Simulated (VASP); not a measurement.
```
BaF2
1.0
    0.00000     3.10488     3.10488
    3.10488     0.00000     3.10488
    3.10488     3.10488     0.00000
Ba F
1 2
Cartesian
  0.00000   0.00000   0.00000
  1.55244   1.55244   1.55244
  4.65732   4.65732   4.65732
```

Computed with SCAN meta-GGA, VASP's PBE PAW potentials (set 64) (plane waves; VASP 6.6.1). Settings: 520 eV cut-off, 7×7×7 Γ-centred mesh, tetrahedra with Blöchl corrections, potentials Ba_sv F.

Unless said otherwise, spin-orbit coupling is left out, though it shifts the bands of the heavy elements here.

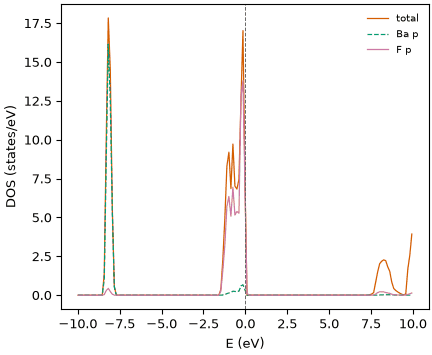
Fig. 1. Total and projected density of states, zero at the valence-band maximum

Within 2 eV below the valence-band maximum the largest weight inside VASP's projection spheres is F p.

The gap is indirect, 7.20 eV, from the valence maximum at K-Γ at 0.44 to the conduction minimum at Γ.

The compound is BaF2 in the fluorite structure. It was relaxed first.
